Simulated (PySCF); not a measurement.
## Geometry relaxation of Sn4H8O4 (part 2 of 2)

Sn4H8O4 (cyclo-(H2SnO)4); PBE0-D3(BJ)/def2-SVP geometry optimisation, gas phase (PySCF 2.14.0). It belongs to a series of runs on one base structure; here: H, n=4.

## Trajectory as extended XYZ, continued
```
16
Properties=species:S:1:pos:R:3:forces:R:3 step=14 energy=-31630.64817
Sn   -0.6608   -2.2355   -0.4257   -0.0365   0.0046   0.0027
H    -0.9674   -3.7896    0.2110   -0.0010  -0.0107   0.0032
H    -0.9291   -1.9968   -2.0995    0.0063  -0.0066  -0.0064
O    -1.7602   -0.9819    0.6167    0.0288  -0.0077   0.0389
Sn   -2.0961    0.9505    0.8099   -0.0128   0.0213   0.0167
H    -1.4682    1.4073    2.3356    0.0065  -0.0014  -0.0013
H    -3.7600    1.2090    0.5308   -0.0119   0.0142  -0.0066
O    -1.1307    1.9034   -0.6183   -0.0409  -0.0417  -0.0301
Sn    0.6672    1.7242   -1.4099    0.0359   0.0533  -0.0140
H     1.0999    3.2678   -1.9878    0.0131   0.0108   0.0019
H     0.6291    0.4372   -2.5412    0.0030   0.0070  -0.0053
O     1.9026    1.3027    0.0720   -0.0497  -0.0215  -0.0119
Sn    2.1152   -0.4062    1.0390    0.0513   0.0052   0.0707
H     3.7759   -0.7973    1.0469    0.0034  -0.0118   0.0014
H     1.3276   -0.2600    2.5535   -0.0014   0.0017   0.0020
O     1.2206   -1.7688   -0.0665    0.0059  -0.0165  -0.0622
16
Properties=species:S:1:pos:R:3:forces:R:3 step=15 energy=-31630.65248
Sn   -0.6587   -2.2382   -0.4304   -0.0614   0.0108  -0.0117
H    -0.9607   -3.7943    0.2031    0.0068  -0.0147   0.0105
H    -0.9563   -1.9972   -2.0990    0.0179  -0.0043  -0.0092
O    -1.7342   -0.9835    0.6340    0.0111  -0.0151   0.0492
Sn   -2.0823    0.9485    0.8050   -0.0255   0.0188   0.0422
H    -1.4410    1.4178    2.3214    0.0116   0.0105  -0.0074
H    -3.7508    1.1984    0.5484   -0.0167   0.0123  -0.0150
O    -1.1429    1.8830   -0.6518   -0.0372  -0.0347  -0.0237
Sn    0.6732    1.7296   -1.4073    0.0342   0.0475  -0.0313
H     1.0977    3.2813   -1.9688    0.0200   0.0153   0.0014
H     0.6674    0.4492   -2.5466    0.0073   0.0101  -0.0036
O     1.8826    1.3123    0.0975   -0.0611  -0.0188  -0.0180
Sn    2.0969   -0.4086    1.0431    0.0631   0.0185   0.0872
H     3.7612   -0.7831    1.0590    0.0049  -0.0186   0.0058
H     1.2905   -0.2889    2.5495    0.0051   0.0027   0.0071
O     1.2228   -1.7603   -0.0909    0.0199  -0.0405  -0.0835
16
Properties=species:S:1:pos:R:3:forces:R:3 step=16 energy=-31630.67500
Sn   -0.6573   -2.2438   -0.4406   -0.1702   0.0498  -0.0779
H    -0.9096   -3.8134    0.1819    0.0425  -0.0119   0.0418
H    -1.1178   -1.9953   -2.0716    0.0520   0.0058  -0.0057
O    -1.5946   -0.9907    0.7494   -0.0484  -0.0847   0.0644
Sn   -2.0107    0.9357    0.7686   -0.0869   0.0182   0.1566
H    -1.3110    1.5146    2.2205    0.0250   0.0601  -0.0408
H    -3.6980    1.1387    0.6109   -0.0242   0.0014  -0.0468
O    -1.1962    1.7178   -0.8433   -0.0336  -0.0251  -0.0198
Sn    0.7029    1.7623   -1.3865    0.0460   0.0217  -0.1054
H     1.0613    3.3723   -1.8162    0.0382   0.0319   0.0099
H     0.9147    0.5555   -2.5830    0.0202   0.0285   0.0014
O     1.7417    1.3472    0.2417   -0.0821   0.0054  -0.0089
Sn    2.0039   -0.4354    1.0553    0.0716   0.0686   0.1338
H     3.6850   -0.7212    1.0970    0.0121  -0.0430   0.0163
H     1.1266   -0.4812    2.5229    0.0485   0.0095   0.0336
O     1.2248   -1.6972   -0.2405    0.0894  -0.1363  -0.1526
16
Properties=species:S:1:pos:R:3:forces:R:3 step=17 energy=-31630.66986
Sn   -0.6736   -2.2350   -0.4177   -0.2430   0.0601  -0.2104
H    -0.8454   -3.8134    0.2113    0.0875  -0.0196   0.0624
H    -1.3200   -1.9984   -1.9857    0.0547  -0.0087  -0.0004
O    -1.4471   -0.9911    0.8967   -0.1375  -0.1073   0.1163
Sn   -1.9338    0.9124    0.7006   -0.1856   0.0038   0.3535
H    -1.2272    1.6677    2.0657    0.0125   0.0812  -0.0905
H    -3.6312    1.0661    0.5897   -0.0401  -0.0157  -0.0793
O    -1.1902    1.4237   -1.0465   -0.0221   0.0714  -0.0665
Sn    0.7287    1.7999   -1.3453    0.0949  -0.0545  -0.1869
H     0.9238    3.4802   -1.5706    0.0299   0.0362   0.0206
H     1.2391    0.7631   -2.6060    0.0347   0.0591   0.0061
O     1.5493    1.3507    0.3943   -0.0363   0.0977   0.0249
Sn    1.9255   -0.4782    1.0443    0.0600   0.0842   0.1399
H     3.6222   -0.6612    1.0538    0.0205  -0.0689   0.0045
H     1.0540   -0.7278    2.4907    0.1013   0.0147   0.0594
O     1.1916   -1.5928   -0.4089    0.1686  -0.2337  -0.1535
16
Properties=species:S:1:pos:R:3:forces:R:3 step=18 energy=-31630.70940
Sn   -0.6966   -2.2540   -0.3785   -0.0956   0.1111  -0.1038
H    -0.8856   -3.8133    0.2946    0.0589  -0.0037   0.0475
H    -1.2931   -2.0533   -1.9701    0.0319   0.0010  -0.0067
O    -1.5077   -0.9770    0.8838   -0.1065  -0.0680   0.0769
Sn   -2.0173    0.9212    0.6788   -0.0494  -0.0425   0.1408
H    -1.3773    1.6885    2.0678    0.0198   0.0716  -0.0510
H    -3.7085    1.0535    0.4663   -0.0027  -0.0202  -0.0515
O    -1.1890    1.4804   -1.0202    0.0410   0.0432  -0.0011
Sn    0.7356    1.8383   -1.3281    0.0124  -0.0759  -0.0197
H     0.9502    3.5255   -1.4835    0.0192   0.0141   0.0118
H     1.2173    0.8521   -2.6389    0.0174   0.0275  -0.0060
O     1.6186    1.3141    0.3607   -0.0484   0.0627   0.0217
Sn    2.0069   -0.5090    1.0225   -0.0336   0.0785  -0.0619
H     3.6978   -0.7341    0.9421    0.0035  -0.0448   0.0083
H     1.2254   -0.7033    2.5271    0.0490   0.0030   0.0567
O     1.1891   -1.6636   -0.3579    0.0832  -0.1577  -0.0622
16
Properties=species:S:1:pos:R:3:forces:R:3 step=19 energy=-31630.73220
Sn   -0.7288   -2.2519   -0.3298   -0.0057   0.0703  -0.0645
H    -0.8883   -3.7977    0.3862    0.0311   0.0201   0.0240
H    -1.3424   -2.0852   -1.9178   -0.0023   0.0051   0.0063
O    -1.5193   -0.9603    0.9369   -0.0735  -0.0494   0.0438
Sn   -2.0655    0.9164    0.6366   -0.0093  -0.0331   0.0271
H    -1.5046    1.7869    1.9978    0.0093   0.0342  -0.0276
H    -3.7449    0.9885    0.3155    0.0186  -0.0142  -0.0126
O    -1.1663    1.4155   -1.0489    0.0585   0.0453  -0.0036
Sn    0.7480    1.8752   -1.2860   -0.0457  -0.0468  -0.0138
H     0.9054    3.5784   -1.3111    0.0041  -0.0097  -0.0044
H     1.3103    1.0080   -2.6476   -0.0034   0.0125  -0.0030
O     1.6142    1.2852    0.3859    0.0118   0.0194   0.0938
Sn    2.0551   -0.5486    0.9830   -0.0819   0.0231  -0.1124
H     3.7378   -0.7860    0.7966   -0.0071  -0.0158   0.0022
H     1.3876   -0.7694    2.5415    0.0324   0.0056   0.0011
O     1.1674   -1.6888   -0.3725    0.0630  -0.0663   0.0436
16
Properties=species:S:1:pos:R:3:forces:R:3 step=20 energy=-31630.74004
Sn   -0.7398   -2.2408   -0.3132    0.0311   0.0053  -0.0226
H    -0.8777   -3.7819    0.4177   -0.0011   0.0174   0.0052
H    -1.3523   -2.0784   -1.9014   -0.0178   0.0092   0.0110
O    -1.5409   -0.9583    0.9598   -0.0228  -0.0197   0.0028
Sn   -2.0959    0.9112    0.6265    0.0132  -0.0002  -0.0446
H    -1.5685    1.8337    1.9660   -0.0032  -0.0001  -0.0014
H    -3.7649    0.9475    0.2516    0.0135  -0.0020   0.0091
O    -1.1641    1.4071   -1.0453    0.0434  -0.0004   0.0216
Sn    0.7473    1.8815   -1.2644   -0.0168   0.0022   0.0067
H     0.8973    3.5860   -1.2630   -0.0042  -0.0127  -0.0078
H     1.3257    1.0430   -2.6368   -0.0074  -0.0029  -0.0046
O     1.6222    1.2818    0.4019   -0.0103  -0.0145   0.0449
Sn    2.0808   -0.5597    0.9613   -0.0266  -0.0055  -0.0598
H     3.7561   -0.8152    0.7311   -0.0047   0.0111  -0.0117
H     1.4750   -0.7853    2.5442    0.0005   0.0011  -0.0020
O     1.1652   -1.7063   -0.3695    0.0133   0.0116   0.0532
16
Properties=species:S:1:pos:R:3:forces:R:3 step=21 energy=-31630.74209
Sn   -0.7472   -2.2343   -0.3005    0.0416  -0.0024  -0.0167
H    -0.8730   -3.7706    0.4404   -0.0007  -0.0002  -0.0004
H    -1.3854   -2.0727   -1.8781   -0.0105   0.0034   0.0059
O    -1.5378   -0.9552    0.9835   -0.0178  -0.0008  -0.0039
Sn   -2.1004    0.9048    0.6090   -0.0013  -0.0082  -0.0099
H    -1.5997    1.8630    1.9329   -0.0004  -0.0001   0.0042
H    -3.7633    0.9189    0.2099   -0.0004   0.0029   0.0066
O    -1.1489    1.3674   -1.0602    0.0095   0.0080  -0.0039
Sn    0.7520    1.8869   -1.2472    0.0125  -0.0045   0.0024
H     0.8687    3.5933   -1.2169   -0.0010  -0.0027  -0.0054
H     1.3654    1.0844   -2.6259   -0.0039  -0.0041   0.0009
O     1.6053    1.2761    0.4266   -0.0095   0.0244   0.0264
Sn    2.0891   -0.5681    0.9499    0.0056  -0.0186  -0.0376
H     3.7611   -0.8075    0.6806   -0.0022   0.0079  -0.0090
H     1.5215   -0.8191    2.5425   -0.0073  -0.0019   0.0021
O     1.1584   -1.7013   -0.3800   -0.0141  -0.0030   0.0382
16
Properties=species:S:1:pos:R:3:forces:R:3 step=22 energy=-31630.74283
Sn   -0.7442   -2.2327   -0.3035    0.0129  -0.0046   0.0024
H    -0.8676   -3.7700    0.4352   -0.0016  -0.0041  -0.0043
H    -1.3846   -2.0651   -1.8794   -0.0023   0.0000  -0.0005
O    -1.5450   -0.9597    0.9810   -0.0043   0.0054  -0.0117
Sn   -2.1043    0.9022    0.6092    0.0061  -0.0028  -0.0007
H    -1.6035    1.8603    1.9336   -0.0017  -0.0057   0.0034
H    -3.7673    0.9170    0.2120   -0.0046   0.0043   0.0007
O    -1.1504    1.3709   -1.0572   -0.0074  -0.0060   0.0035
Sn    0.7518    1.8825   -1.2441    0.0170   0.0089  -0.0177
H     0.8725    3.5884   -1.2315    0.0006   0.0033  -0.0015
H     1.3638    1.0662   -2.6156   -0.0013  -0.0040   0.0034
O     1.6018    1.2827    0.4355   -0.0180   0.0132   0.0166
Sn    2.0907   -0.5629    0.9498    0.0266  -0.0129   0.0101
H     3.7623   -0.7947    0.6727   -0.0002   0.0043  -0.0075
H     1.5287   -0.8193    2.5444   -0.0031  -0.0005  -0.0075
O     1.1610   -1.6998   -0.3756   -0.0188   0.0013   0.0113
16
Properties=species:S:1:pos:R:3:forces:R:3 step=23 energy=-31630.74327
Sn   -0.7408   -2.2314   -0.3079   -0.0086   0.0001   0.0091
H    -0.8614   -3.7718    0.4245   -0.0010  -0.0052  -0.0036
H    -1.3819   -2.0579   -1.8827    0.0061  -0.0032  -0.0052
O    -1.5516   -0.9644    0.9763    0.0005   0.0012  -0.0098
Sn   -2.1066    0.8996    0.6090    0.0066   0.0006   0.0111
H    -1.6037    1.8528    1.9363   -0.0004  -0.0046   0.0017
H    -3.7707    0.9198    0.2172   -0.0038   0.0032  -0.0058
O    -1.1520    1.3705   -1.0565   -0.0130  -0.0059   0.0039
Sn    0.7515    1.8772   -1.2416    0.0132   0.0102  -0.0212
H     0.8747    3.5827   -1.2500    0.0014   0.0038   0.0027
H     1.3665    1.0439   -2.6016    0.0018  -0.0023   0.0029
O     1.5918    1.2907    0.4484   -0.0215   0.0009   0.0055
Sn    2.0913   -0.5557    0.9532    0.0292   0.0019   0.0164
H     3.7628   -0.7742    0.6664    0.0019  -0.0020  -0.0035
H     1.5329   -0.8219    2.5465   -0.0011  -0.0007   0.0030
O     1.1628   -1.6938   -0.3710   -0.0115   0.0021  -0.0073
16
Properties=species:S:1:pos:R:3:forces:R:3 step=24 energy=-31630.74349
Sn   -0.7382   -2.2311   -0.3113   -0.0140   0.0018   0.0074
H    -0.8572   -3.7744    0.4154   -0.0007  -0.0031  -0.0014
H    -1.3753   -2.0557   -1.8877    0.0091  -0.0037  -0.0062
O    -1.5584   -0.9686    0.9707   -0.0005  -0.0018  -0.0053
Sn   -2.1092    0.8976    0.6089    0.0076   0.0026   0.0153
H    -1.6046    1.8445    1.9402   -0.0001  -0.0036  -0.0006
H    -3.7738    0.9243    0.2187   -0.0011   0.0011  -0.0073
O    -1.1541    1.3712   -1.0556   -0.0102  -0.0015  -0.0009
Sn    0.7506    1.8743   -1.2401    0.0052   0.0048  -0.0136
H     0.8766    3.5795   -1.2615    0.0012   0.0026   0.0041
H     1.3693    1.0292   -2.5911    0.0019   0.0001   0.0025
O     1.5812    1.2958    0.4581   -0.0168  -0.0069   0.0011
Sn    2.0925   -0.5498    0.9568    0.0155   0.0068   0.0137
H     3.7636   -0.7583    0.6607    0.0016  -0.0045   0.0009
H     1.5385   -0.8235    2.5507    0.0043   0.0012   0.0004
O     1.1641   -1.6890   -0.3664   -0.0031   0.0042  -0.0102
```

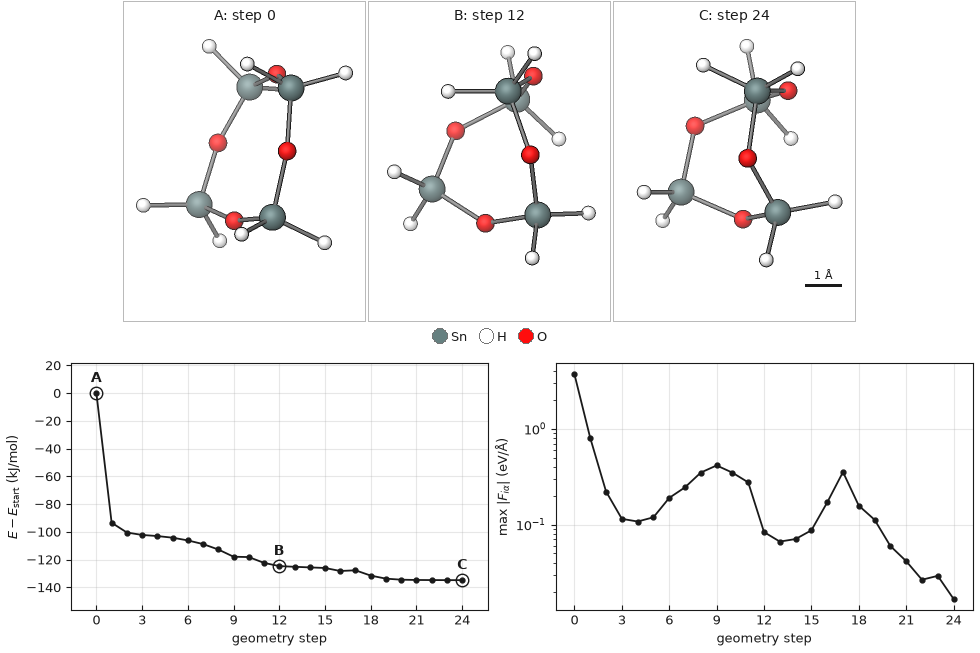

*Frames of the relaxation (ball-and-stick view, seen at a tilt) above the curves, on which the letters mark them (steps are counted from 0).*

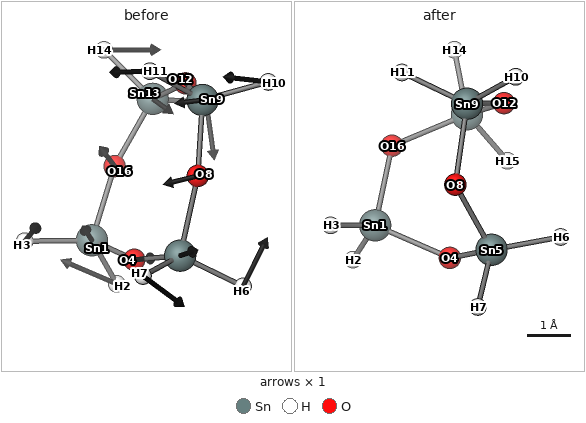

*Before (left) and after (right) the relaxation, at one scale (ball-and-stick view, seen at a tilt). The black arrows give the displacements, at true length.*

Over 24 geometry steps the energy falls by 134.8 kJ/mol. The largest force component goes from 3.7 to 0.017 eV/Å. H2 moves most after the best rigid fit: 1.48 Å. Largest moves by element: H 1.48 Å, O 0.87 Å, Sn 0.69 Å. Among the contacts that change: Sn13–O16 1.834 → 1.977 Å, O12–Sn13 1.837 → 1.979 Å, Sn5–H7 1.611 → 1.710 Å, Sn1–O16 1.883 → 1.979 Å. Among the angles that change: Sn1–O4–Sn5 163.2° → 126.8°, Sn1–O16–Sn13 159.7° → 126.2°, Sn5–O8–Sn9 156.7° → 127.2°. (Atoms are counted from 1 in the order of the input.)

The run was set up as follows.

## Input file
```
{"job": {"xc": "PBE0", "basis": "def2-SVP", "d3": "d3bj", "grid": 1, "maxiter": 40, "shake": 0.03, "kind": "geom"}, "charge": 0, "multiplicity": 1}
Sn    -0.732060    -2.541760     0.446000
H     -1.067670    -3.139380     1.930190
H     -1.083040    -3.350910    -0.985980
O     -1.865630    -0.959780     0.328490
Sn    -2.490970     0.832760     0.082990
H     -2.877450     1.439960     1.623890
H     -3.559720     0.838430    -1.121990
O     -0.983380     1.925520    -0.540600
Sn     0.773920     2.328950    -0.904850
H      1.125360     3.696320    -0.100520
H      0.869020     2.223190    -2.596410
O      1.984210     1.016540    -0.209270
Sn     2.410370    -0.668370     0.384670
H      3.502720    -1.304500    -0.687660
H      2.931520    -0.497010     1.999950
O      1.028450    -1.873900     0.417510
```

The first line tells a small driver script what to run in PySCF; the rest is the geometry in Å.

Launched with:
```bash
OMP_NUM_THREADS=1 python <driver script> task.json out
```

## Key numbers

- outcome: converged
- total energy: −1162.408393 hartree
- dipole moment: 0.09 D
- point group: S4
- hardware: 1 CPU thread, shared host
- wall time: 38 min
- peak memory: 1.2 GiB
